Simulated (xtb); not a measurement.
# Frequency calculation of C$_{2}$H$_{7}$NZn (part 2 of 2)

Continued. System: C$_{2}$H$_{7}$NZn. Method: GFN2-xTB (xtb 6.7.1). The geometry was optimised with GFN2-xTB.

Geometry of the input (Å):
```
C  -0.3065  1.1673  -0.5227
N  -0.1209  -0.2051  -0.1061
C  0.9860  -0.3065  0.8188
Zn -1.2763  -1.5642  -0.4931
H  -1.1415  1.2409  -1.2213
H  -0.5109  1.8274  0.3342
H  0.5963  1.5460  -1.0233
H  0.8217  0.3081  1.7173
H  1.1245  -1.3427  1.1308
H  1.9176  0.0395  0.3481
H  -2.0901  -2.7109  -0.9827
```

## Output, continued
```
 ---------------------------------------------------------------------------
     1   6 C    3.992 --     2 N    1.028     6 H    0.975     7 H    0.974
                             5 H    0.972
     2   7 N    3.201 --     3 C    1.028     1 C    1.028     4 Zn   0.908
                            11 H    0.179
     3   6 C    3.992 --     2 N    1.028     8 H    0.975    10 H    0.974
                             9 H    0.973
     4  30 Zn   1.801 --     2 N    0.908    11 H    0.802
     5   1 H    0.999 --     1 C    0.972
     6   1 H    1.000 --     1 C    0.975
     7   1 H    1.000 --     1 C    0.974
     8   1 H    1.000 --     3 C    0.975
     9   1 H    0.999 --     3 C    0.973
    10   1 H    1.000 --     3 C    0.974
    11   1 H    0.997 --     4 Zn   0.802     2 N    0.179
 ---------------------------------------------------------------------------

Topologies differ in total number of bonds
Writing topology from bond orders to xtbtopo.mol

molecular dipole:
                 x           y           z       tot (Debye)
 q only:       -0.232      -0.249      -0.051
   full:       -0.115       0.002       0.115       0.412
molecular quadrupole (traceless):
                xx          xy          yy          xz          yz          zz
 q only:        0.229       0.681       0.482       0.574      -0.189      -0.711
  q+dip:        0.410       0.184      -0.119      -0.095      -0.448      -0.291
Molecule has the following symmetry elements: (sigma)
It seems to be the Cs point group
   full:        0.321      -2.173      -0.993      -0.190      -1.941       0.672

           -------------------------------------------------
          |               Frequency Printout                |
           -------------------------------------------------
 projected vibrational frequencies (cm⁻¹)
eigval :       -0.00    -0.00     0.00     0.00     0.00     0.00
eigval :       54.04    54.29   232.32   250.94   286.48   288.16
eigval :      295.86   485.10   985.86  1060.95  1103.69  1131.67
eigval :     1174.28  1237.03  1418.60  1428.63  1474.77  1481.45
eigval :     1509.78  1514.65  1721.67  2828.05  2828.83  2869.08
eigval :     2879.74  2967.45  2970.06
 reduced masses (amu)
   1: 17.91   2: 31.36   3: 21.17   4: 53.20   5: 34.56   6: 31.99   7: 10.30   8: 10.19
   9:  1.43  10:  1.85  11: 19.77  12:  8.83  13: 12.41  14: 12.71  15:  9.01  16:  3.67
  17:  3.05  18:  4.26  19: 12.33  20:  7.91  21:  2.36  22:  2.71  23:  1.56  24:  1.56
  25:  1.61  26:  1.55  27:  2.04  28:  1.88  29:  1.91  30:  1.51  31:  1.42  32:  1.67
  33:  1.69
 IR intensities (km·mol⁻¹)
   1:  0.05   2:  0.00   3:  0.04   4:  0.02   5:  0.04   6:  0.01   7: 33.87   8: 23.62
   9:  0.28  10: 39.12  11:  5.69  12: 94.32  13:  2.34  14: 12.38  15: 58.14  16:  3.56
  17:  0.21  18:  5.61  19: 39.71  20:  8.17  21:  6.61  22: 11.12  23:  0.17  24:  1.76
  25:  8.65  26:  3.80  27:406.32  28:191.40  29:  2.93  30: 25.18  31:217.89  32: 73.89
  33: 25.41
 Raman intensities (Ä⁴*amu⁻¹)
   1:  0.00   2:  0.00   3:  0.00   4:  0.00   5:  0.00   6:  0.00   7:  0.00   8:  0.00
   9:  0.00  10:  0.00  11:  0.00  12:  0.00  13:  0.00  14:  0.00  15:  0.00  16:  0.00
  17:  0.00  18:  0.00  19:  0.00  20:  0.00  21:  0.00  22:  0.00  23:  0.00  24:  0.00
  25:  0.00  26:  0.00  27:  0.00  28:  0.00  29:  0.00  30:  0.00  31:  0.00  32:  0.00
  33:  0.00
 output can be read by thermo (or use thermo option).
 writing <g98.out> molden fake output.
 recommended (thermochemical) frequency scaling factor: 1.0
           -------------------------------------------------
          |             Thermodynamic Functions             |
           -------------------------------------------------

cs  symmetry found (for desy threshold:  0.10E+00) used in thermo

          ...................................................
          :                      SETUP                      :
          :.................................................:
          :  # frequencies                          27      :
          :  # imaginary freq.                       0      :
          :  linear?                             false      :
          :  only rotor calc.                    false      :
          :  symmetry                               cs      :
          :  rotational number                       1      :
          :  scaling factor                  1.0000000      :
          :  rotor cutoff                   50.0000000 cm⁻¹ :
          :  imag. cutoff                  -20.0000000 cm⁻¹ :
          :.................................................:

    mode    ω/cm⁻¹     T·S(HO)/kcal·mol⁻¹    T·S(FR)/kcal·mol⁻¹   T·S(vib)
   ------------------------------------------------------------------------
       1     54.04    -1.39055 ( 57.70%)    -1.03293 ( 42.30%)    -1.23928
       2     54.29    -1.38775 ( 58.16%)    -1.03152 ( 41.84%)    -1.23872
       3    232.32    -0.55484 ( 99.79%)    -0.60135 (  0.21%)    -0.55494
       4    250.94    -0.51401 ( 99.84%)    -0.57852 (  0.16%)    -0.51411
       5    286.48    -0.44563 ( 99.91%)    -0.53929 (  0.09%)    -0.44571
       6    288.16    -0.44267 ( 99.91%)    -0.53756 (  0.09%)    -0.44275
       7    295.86    -0.42939 ( 99.92%)    -0.52976 (  0.08%)    -0.42948
   ------------------------------------------------------------------------

   temp. (K)  partition function   enthalpy   heat capacity  entropy
                                   cal/mol     cal/K/mol   cal/K/mol   J/K/mol
 298.15  VIB   107.                 2739.556     15.212     17.469
         ROT  0.107E+06              888.752      2.981     25.988
         INT  0.114E+08             3628.308     18.193     43.458
         TR   0.112E+28             1481.254      4.968     39.996
         TOT                        5109.5624    23.1612    83.4541   349.1718

       T/K    H(0)-H(T)+PV         H(T)/Eh          T*S/Eh         G(T)/Eh
   ------------------------------------------------------------------------
    298.15    0.814261E-02    0.913719E-01    0.396517E-01    0.517202E-01
   ------------------------------------------------------------------------

         :::::::::::::::::::::::::::::::::::::::::::::::::::::
         ::                  THERMODYNAMIC                  ::
         :::::::::::::::::::::::::::::::::::::::::::::::::::::
         :: total free energy         -11.240033831983 Eh   ::
         ::.................................................::
         :: total energy              -11.291753986127 Eh   ::
         :: zero point energy           0.083229264783 Eh   ::
         :: G(RRHO) w/o ZPVE           -0.031509110639 Eh   ::
         :: G(RRHO) contrib.            0.051720154144 Eh   ::
         :::::::::::::::::::::::::::::::::::::::::::::::::::::

           -------------------------------------------------
          | TOTAL ENERGY              -11.291753986127 Eh   |
          | TOTAL ENTHALPY            -11.200382115328 Eh   |
          | TOTAL FREE ENERGY         -11.240033831983 Eh   |
          | GRADIENT NORM               0.000018839648 Eh/α |
          | HOMO-LUMO GAP               4.132214880834 eV   |
           -------------------------------------------------

------------------------------------------------------------------------
------------------------------------------------------------------------
 total:
 *  cpu-time:     0 d,  0 h,  0 min,  0.222 sec
 * ratio c/w:     0.998 speedup
 SCF:
 *  cpu-time:     0 d,  0 h,  0 min,  0.005 sec
 * ratio c/w:     1.000 speedup
 analytical hessian:
 *  cpu-time:     0 d,  0 h,  0 min,  0.204 sec
 * ratio c/w:     0.998 speedup
```

## File vibspectrum
```
$vibrational spectrum
#  mode     symmetry     wave number   IR intensity    selection rules
#                         cm**(-1)      (km*mol⁻¹)        IR
     1                      -0.00         0.00000          -
     2                      -0.00         0.00000          -
     3                       0.00         0.00000          -
     4                       0.00         0.00000          -
     5                       0.00         0.00000          -
     6                       0.00         0.00000          -
     7        a             54.04        33.86715         YES
     8        a             54.29        23.62231         YES
     9        a            232.32         0.27809         YES
    10        a            250.94        39.11909         YES
    11        a            286.48         5.69419         YES
    12        a            288.16        94.32303         YES
    13        a            295.86         2.34411         YES
    14        a            485.10        12.37846         YES
    15        a            985.86        58.14483         YES
    16        a           1060.95         3.56464         YES
    17        a           1103.69         0.21239         YES
    18        a           1131.67         5.60936         YES
    19        a           1174.28        39.70838         YES
    20        a           1237.03         8.16751         YES
    21        a           1418.60         6.60553         YES
    22        a           1428.63        11.11839         YES
    23        a           1474.77         0.16514         YES
    24        a           1481.45         1.75980         YES
    25        a           1509.78         8.65287         YES
    26        a           1514.65         3.79834         YES
    27        a           1721.67       406.32294         YES
    28        a           2828.05       191.39922         YES
    29        a           2828.83         2.92643         YES
    30        a           2869.08        25.17569         YES
    31        a           2879.74       217.88699         YES
    32        a           2967.45        73.88972         YES
    33        a           2970.06        25.40963         YES
$end
```

## Standard error
```
normal termination of xtb
```

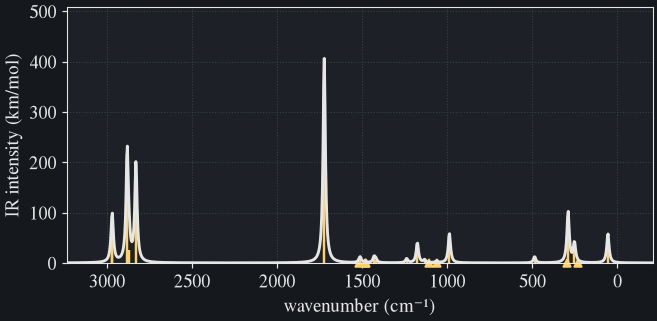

*Harmonic infrared spectrum, unscaled: sticks (degenerate modes added up, dark ones marked on the axis) with a Lorentzian envelope of 16 cm⁻¹ full width, scaled to the tallest stick.*

27 modes from 54 to 2970 cm⁻¹, none imaginary. The strongest line is at 1722 cm⁻¹ (406 km/mol).

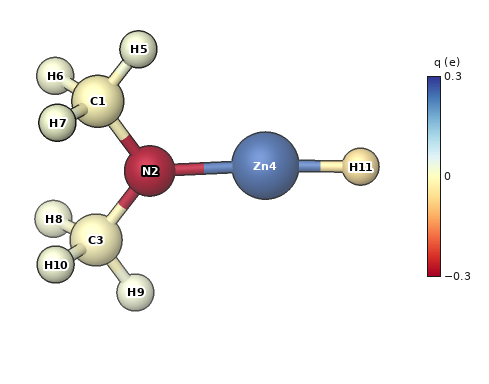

*Mulliken charges, as the colour of each atom (ball-and-stick view, seen at a tilt; atoms are numbered from 1 in the order of the input).*

By element: C −0.02 to −0.01, N −0.29, Zn +0.25 and H −0.06 to +0.02 e.

## Summary

| quantity | value |
| --- | --- |
| outcome | converged |
| electrons treated | 22 |
| total energy | −11.291754 hartree |
| dispersion energy | −0.005518 hartree |
| basis functions | 23 |
| HOMO | −8.70 eV |
| LUMO | −4.57 eV |
| zero-point energy | 0.083229 hartree |
| dipole moment | 0.41 D |
| wavenumbers, lowest and highest | 54 and 2970 cm⁻¹ |
| peak memory | 0.071 GiB |

Settings chosen away from the usual ones: method = gfn2-xtb; task = frequencies; x = {"hess_scc_accuracy": 0.3}; geo = {"prev": "A"}.
